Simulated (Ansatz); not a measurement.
Electronic density of states of amorphous Al$_{28}$O$_{45}$B$_{2}$, density 2.99 g/cm³, on a 2×2×2 Γ-centred mesh with a Gaussian width of 0.1 eV; energies count from the Fermi level, whose place inside the gap is arbitrary. Cell and mesh are small, so fine structure isn't converged. All values below come from PBE, scalar-relativistic without spin-orbit coupling (plane waves to 420 eV, PAW; Ansatz, a program for electronic structure). Sampling: a 2×2×2 Γ-centred mesh; Fermi-Dirac width 0.02 eV; no spin polarisation. At PBE the levels at the filled edge of the gap are localised (band-tail or defect states), and the nearest spread-out levels lie 3.9 eV apart at the zone centre.

Preparation: random packing, a CHGNet melt and quench, and a DFT relaxation. O atoms were pushed apart under 1.9 Å during the dynamics, to hinder bonds among them. The hot cell started wider than the set density and was brought back towards it in steps. It is the lowest in DFT energy of 2 quenches. It is a model cell: composition and starting density were chosen by hand, and all elements were melted together. No dispersion term was used. Its density started from a set value of 3.01 and ended at 2.99 g/cm³. The quench (nominally 280 K/ps over its main leg) was far faster than any real one, so the model tends to hold more defects than a real film. One small periodic cell is one sample of the glass; other quenches scatter about these values. Volume and shape were free in the relaxation.

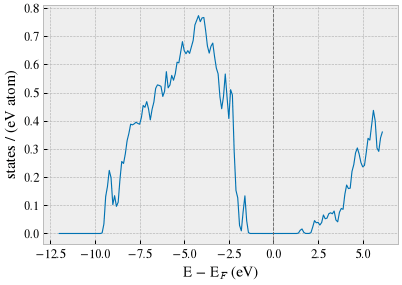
Density of states per atom

The level gap on this mesh is 3.16 eV; the broadening fills part of it in the curve.
